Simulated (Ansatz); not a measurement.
# What a change does: geometry relaxation on C6H5

System: C6H5, charge +1, SMILES [C+]1=CC=CC=C1.
Method of run A: RKS LDA/def2-SVP (Ansatz 0.2.0).

Text and figures count atoms from 1; the logs count them from 0 in places.

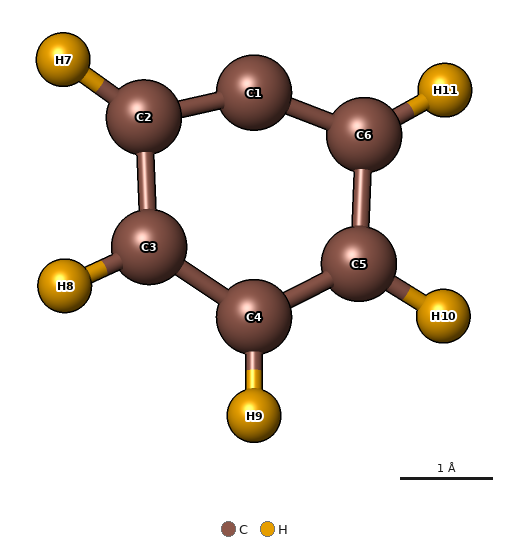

Figure 1. The structure as given in the input (ball-and-stick view, seen at a tilt; atoms are numbered from 1 in the order of the input). Bond lengths as drawn: C–C 1.33 to 1.44 Å and C–H 1.10 Å.

Input, run A:
```yaml
crystal:
  periodic: [false, false, false]
  atoms:
    - { symbol: C, position_ang: [-0.45737475, -1.05546036, 0.22129241] }
    - { symbol: C, position_ang: [-1.4755827, -0.19483161, 0.23610886] }
    - { symbol: C, position_ang: [-0.85750427, 1.08095272, -0.04085802] }
    - { symbol: C, position_ang: [0.52101213, 1.20506157, -0.25317367] }
    - { symbol: C, position_ang: [1.36162713, 0.08620671, -0.20448581] }
    - { symbol: C, position_ang: [0.85388793, -1.23897954, 0.06442746] }
    - { symbol: H, position_ang: [-2.55372243, -0.32966519, 0.40768078] }
    - { symbol: H, position_ang: [-1.55136349, 1.94002061, -0.07144506] }
    - { symbol: H, position_ang: [0.95013207, 2.1966013, -0.46118314] }
    - { symbol: H, position_ang: [2.45277823, 0.14519462, -0.36655448] }
    - { symbol: H, position_ang: [1.48384014, -2.13958083, 0.11025068] }
total_charge: 1
basis:
  gaussian: { orbitals: def2-SVP }
hamiltonian:
  xc: lda
relax:
  f_tol: 0.002
  max_steps: 150
```

Launched with:
```bash
ansatz run input.yaml --threads 4 --pin off --max-ram 10240MiB --backend cpu --events-out ev --progress --plain --runs-dir out
```

Hardware: 4 threads of Arm Neoverse N1, 98 GiB of memory available, shared host.

Output, shortened to warnings, some set-up lines, iterations and results (run A):
```
[...]
mean field evaluation 1: about -6214.9459 eV, gradient 7.2e1 eV
mean field evaluation 2: about -6170.1642 eV, gradient 1.3e2 eV
mean field evaluation 4: about -6229.8414 eV, gradient 6.1e0 eV
mean field evaluation 8: about -6229.9440 eV, gradient 2.6e-1 eV
mean field evaluation 16: about -6229.8771 eV, gradient 4.2e-3 eV
relax step   1: F+E_penalty+E_count = -6229.87708087 eV  Δ(F+E_penalty+E_count) = +0.000e0 eV  max|allowed force component| = 7.033e-1 eV/Å  Δτ_max = 0.0000 Å  (32 SCF iters, …
relax step   2: F+E_penalty+E_count = -6229.89393557 eV  Δ(F+E_penalty+E_count) = -1.685e-2 eV  max|allowed force component| = 1.963e-1 eV/Å  Δτ_max = 0.0086 Å  (33 SCF …
mean field evaluation 32: about -6229.8956 eV, gradient 1.7e-4 eV
relax step   3: F+E_penalty+E_count = -6229.89562545 eV  Δ(F+E_penalty+E_count) = -1.690e-3 eV  max|allowed force component| = 5.644e-2 eV/Å  Δτ_max = 0.0049 Å  (33 SCF …
relax step   4: F+E_penalty+E_count = -6229.89572154 eV  Δ(F+E_penalty+E_count) = -9.608e-5 eV  max|allowed force component| = 3.455e-2 eV/Å  Δτ_max = 0.0011 Å  (25 SCF …
relax step   5: F+E_penalty+E_count = -6229.89577822 eV  Δ(F+E_penalty+E_count) = -5.668e-5 eV  max|allowed force component| = 1.919e-3 eV/Å  Δτ_max = 0.0015 Å  (33 SCF …
mean field evaluation 64: about -6229.8958 eV, gradient 1.2e-2 eV
mean field -6229.89577822 eV, -228.9444470746 hartree, gradient 1.5e-5 eV, S^2 0.000000; 1 other end points of the search recorded, 0 dependent functions left out
the calculation of the forces begins
reference -6229.89580800 eV, -228.9444481689 hartree; 20, 20 occupied and 89, 89 virtual orbitals, 1238 factors
Total energy: -6229.89580800 eV, -228.9444481689 hartree
Atom 0 at    -0.451092    -1.040978     0.218293 Å, force    -0.000324    -0.000735     0.000142 eV/Å
Atom 1 at    -1.467367    -0.193310     0.234735 Å, force     0.000069     0.000362    -0.000122 eV/Å
Atom 2 at    -0.851483     1.071609    -0.040365 Å, force     0.000347    -0.001268     0.000205 eV/Å
Atom 3 at     0.516989     1.195787    -0.251159 Å, force     0.000765     0.001919    -0.000391 eV/Å
Atom 4 at     1.350738     0.084447    -0.202646 Å, force    -0.001245    -0.000628     0.000165 eV/Å
Atom 5 at     0.849445    -1.231836     0.063996 Å, force     0.000264     0.000051     0.000043 eV/Å
Atom 6 at    -2.550451    -0.325447     0.406598 Å, force    -0.000061     0.000121     0.000020 eV/Å
Atom 7 at    -1.547224     1.934406    -0.071214 Å, force     0.000147     0.000076    -0.000057 eV/Å
Atom 8 at     0.947564     2.190672    -0.459965 Å, force    -0.000073    -0.000155     0.000037 eV/Å
Atom 9 at     2.445866     0.144455    -0.365482 Å, force    -0.000017     0.000184     0.000017 eV/Å
Atom 10 at     1.484746    -2.134286     0.109269 Å, force     0.000126     0.000072    -0.000058 eV/Å
Dipole moment:    -0.082105    -0.189670     0.039807 e Å
```

The input of run B differs as follows (lines with − go, lines with + come):
```diff
-  xc: lda
+  xc: pbe
+  dispersion: d4
```

What does this change do to the results?

The total energies belong to different models, so their difference says nothing on which is more stable or more accurate. The functional changes from LDA to PBE.

Output, shortened to warnings, some set-up lines, iterations and results (run B):
```
[...]
mean field evaluation 1: about -6266.4399 eV, gradient 7.0e1 eV
mean field evaluation 2: about -6223.3570 eV, gradient 1.3e2 eV
mean field evaluation 4: about -6280.1606 eV, gradient 6.3e0 eV
mean field evaluation 8: about -6280.2757 eV, gradient 2.5e-1 eV
mean field evaluation 16: about -6280.2059 eV, gradient 4.2e-3 eV
relax step   1: F+E_penalty+E_count = -6280.44312978 eV  Δ(F+E_penalty+E_count) = +0.000e0 eV  max|allowed force component| = 5.899e-3 eV/Å  Δτ_max = 0.0000 Å  (31 SCF iters, …
relax step   2: F+E_penalty+E_count = -6280.44313151 eV  Δ(F+E_penalty+E_count) = -1.732e-6 eV  max|allowed force component| = 2.550e-3 eV/Å  Δτ_max = 0.0002 Å  (21 SCF …
relax step   3: F+E_penalty+E_count = -6280.44313193 eV  Δ(F+E_penalty+E_count) = -4.118e-7 eV  max|allowed force component| = 1.166e-3 eV/Å  Δτ_max = 0.0003 Å  (21 SCF …
mean field evaluation 32: about -6223.3533 eV, gradient 1.3e2 eV
mean field -6280.20587313 eV, -230.7933089610 hartree, gradient 2.8e-5 eV, S^2 0.000000; 1 other end points of the search recorded, 0 dependent functions left out
the calculation of the forces begins
reference -6280.20590486 eV, -230.7933101272 hartree; 20, 20 occupied and 89, 89 virtual orbitals, 1238 factors
Total energy: -6280.44316366 eV, -230.8020292272 hartree
Atom 0 at    -0.457333    -1.055392     0.221310 Å, force    -0.000095    -0.000525     0.000139 eV/Å
Atom 1 at    -1.475470    -0.194770     0.236068 Å, force    -0.000631    -0.000198     0.000442 eV/Å
Atom 2 at    -0.857420     1.080960    -0.040876 Å, force    -0.000733     0.000891    -0.000960 eV/Å
Atom 3 at     0.521014     1.205093    -0.253179 Å, force     0.000535     0.000784     0.000955 eV/Å
Atom 4 at     1.361542     0.086286    -0.204458 Å, force     0.000932     0.000538    -0.000443 eV/Å
Atom 5 at     0.853870    -1.238878     0.064462 Å, force     0.000019    -0.001166    -0.000131 eV/Å
Atom 6 at    -2.553633    -0.329515     0.407635 Å, force     0.000118     0.000095    -0.000018 eV/Å
Atom 7 at    -1.551738     1.939774    -0.071367 Å, force     0.000406    -0.000341     0.000131 eV/Å
Atom 8 at     0.950160     2.196683    -0.461188 Å, force    -0.000142    -0.000311    -0.000263 eV/Å
Atom 9 at     2.452820     0.144702    -0.366519 Å, force    -0.000520     0.000005     0.000122 eV/Å
Atom 10 at     1.483919    -2.139423     0.110172 Å, force     0.000111     0.000227     0.000026 eV/Å
Dipole moment:    -0.085758    -0.198072     0.041581 e Å
```

The two runs side by side:

```tsv
quantity	run A	run B
outcome	converged	converged
total energy (hartree)	−228.944448	−230.802029
largest force (eV/Å)	0.002	0.002
basis functions	109	109
wall time (shared host)	6.3 s	6.1 s
```
